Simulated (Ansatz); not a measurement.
# FH2NO2W: how energies converge with the basis set

How large a basis does FH2NO2W need? Two functionals are run in growing sets.

The runs use Ansatz 0.2.0, Gaussian basis; one geometry, several basis sets.

Levels to be run: PBE0-D4/def2-SVP; ωB97M-V/def2-SVP; PBE0-D4/def2-QZVPP; ωB97M-V/def2-QZVPP; the functionals' def2-TZVPP values are taken from earlier runs.

## Step 1: Structure used throughout

An earlier PBE0-D4 in a triple-zeta def2 set relaxation fixed the geometry. W takes the def2 core potential; no spin-orbit term is included.

7 atoms, charge 0, spin multiplicity 1.

Atoms are counted from 1 here; the program's logs count them from 0.

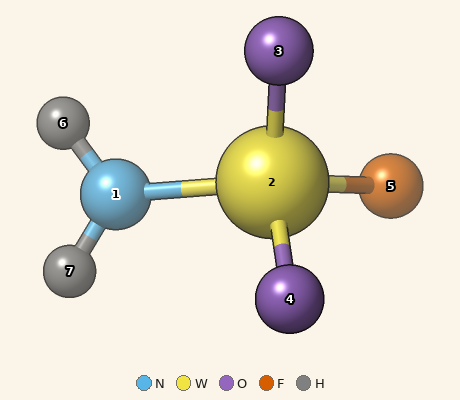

The geometry (nitrogen blue, tungsten yellow, oxygen purple, fluorine orange, hydrogen grey); atoms are numbered from 1 in the order of the file.

## Step 2: PBE0-D4 in def2-SVP

The input, in.yaml:

```yaml
crystal:
  periodic: [false, false, false]
  atoms:
    - {symbol: N, position_ang: [-0.791459, 0.777566, 0.425375]}
    - {symbol: W, position_ang: [0.510877, -0.458290, -0.279717]}
    - {symbol: O, position_ang: [1.211248, -1.280158, 1.037016]}
    - {symbol: O, position_ang: [-0.309894, -1.554113, -1.292277]}
    - {symbol: F, position_ang: [1.831877, 0.433774, -1.247227]}
    - {symbol: H, position_ang: [-0.772142, 1.122346, 1.373997]}
    - {symbol: H, position_ang: [-1.680508, 0.958874, -0.017167]}
basis:
  gaussian: {orbitals: def2-SVP}
hamiltonian: {xc: pbe0, dispersion: d4}
output: {orbitals: {seedname: orbitals}}
```

Command:

```bash
ansatz run in.yaml --threads 4 --pin off --events-out ev --progress --plain --max-ram 10444MiB
```

After this run come: ωB97M-V in def2-SVP; PBE0-D4 in def2-QZVPP; ωB97M-V in def2-QZVPP.

**Question.** What will the summary of the whole plan be? Wanted: PBE0-D4: double and triple zeta above quadruple; ωB97M-V: double and triple zeta above quadruple.

**Answer**, as computed:

```
                                       quantity           value
PBE0-D4: double and triple zeta above quadruple  11.47, 0.48 eV
ωB97M-V: double and triple zeta above quadruple  11.73, 0.44 eV
```

In words: PBE0-D4 gains 10.99 eV from double to triple zeta, then 0.48 eV more. These are total energies; as a rule much of such shifts cancels in differences, which this series doesn't test.
